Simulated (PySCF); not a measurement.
# C5H4ClO2 (SMILES [CH2]c1coc(O)c1Cl) (doublet): what the fields show

Input

```
{"job": {"kind": "epr", "basis": "pcH-1"}, "charge": 0, "multiplicity": 2}
C     -2.131926    -0.368859    -0.069304
C     -0.809796     0.007228    -0.004548
C     -0.265997     1.276177     0.208652
O      1.089558     1.230167     0.207896
C      1.449044    -0.057154    -0.005287
O      2.753783    -0.353867    -0.046987
C      0.353682    -0.848230    -0.143474
Cl     0.333388    -2.530560    -0.429911
H     -2.393823    -1.394619    -0.242289
H     -2.914667     0.354403     0.051766
H     -0.726078     2.229758     0.359411
H      3.264031     0.454869     0.088047
```

Run with:

```sh
OMP_NUM_THREADS=1 python probes_run.py task.json out
```

Geometry: GFN2-xTB.

Theory: PySCF, UKS B3LYP, pcH-1 on C Cl H O, non-relativistic, mean-field spin-orbit, GIAO.

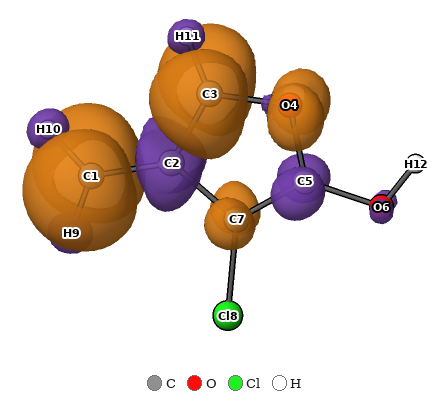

Figure 1. Isosurfaces of the spin density (α minus β) at +0.015 (orange) and −0.015 e/Å³ (purple), seen at a tilt.

Describe the spin distribution.

Answer. The unpaired spin (1 electron) lies mostly on C1 (about 0.5), C3 (about 0.3) and O4 (about 0.1), in electrons by Hirshfeld's partition.

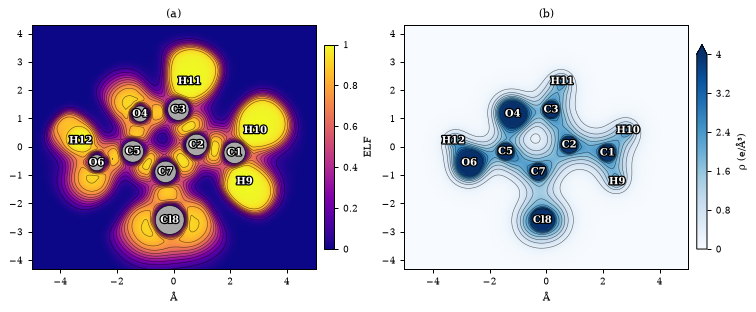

Figure 2. (a) ELF; (b) total electron density on the molecular plane. Grey discs cover the atomic cores in the ELF map.

What does the map show?

Answer. Atoms in the plane: C, O, Cl and H. C–O (1.34 Å): ρ at the midpoint is about 2.4 e/Å³; the ELF peaks at about 0.90 between the atoms: a shared but strongly polarised pair. C–C (1.36 Å): the density is about 2.2 e/Å³ at the midpoint; the ELF peaks at about 0.90 between the atoms, as expected for a covalent bond. C–Cl (1.71 Å): ρ is about 1.5 e/Å³ halfway; the ELF peaks at about 0.90 between the atoms, as expected for a covalent bond. O–H (0.97 Å): ρ at the midpoint is about 3.7 e/Å³; the ELF climbs to about 1 towards the hydrogen, as it does in any bond to H; an ordinary covalent bond to hydrogen. C–C (1.45 Å): ρ is about 1.9 e/Å³ halfway; the ELF peaks at about 0.95 between the atoms, as expected for a covalent bond. The ELF also peaks beside Cl8, O6 and O4, away from the bonds: non-bonding electrons, paired or unpaired.

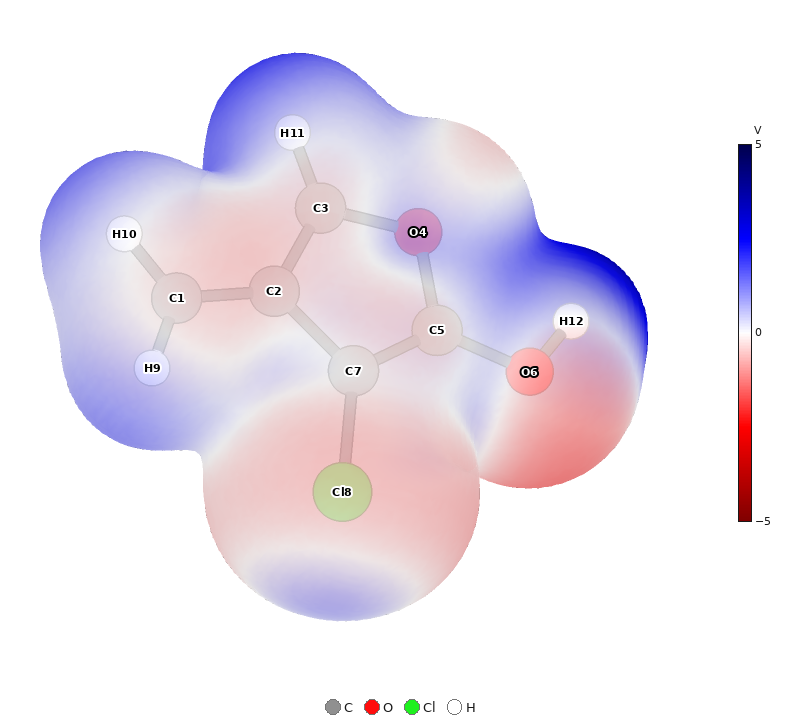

Figure 3. The electrostatic potential painted on the density surface at 0.004 e/bohr³, seen at a tilt; the colour scale runs from red (negative) to blue (positive).

Which sites attract a positive test charge, and which a negative one?

Answer. A positive charge is drawn to the negative regions and a negative charge to the positive ones. The most negative region (about −1.2 V, or −28 kcal/mol for a unit charge) lies over O6, the most positive (about +4.0 V, or +92 kcal/mol for a unit charge) over H12. Cl8 shows a σ-hole: about +0.8 V, or +18 kcal/mol for a unit charge at the tip opposite its bond, against about −0.5 V, or −12 kcal/mol for a unit charge on its flanks. O6 is the likeliest acceptor of a hydrogen bond.
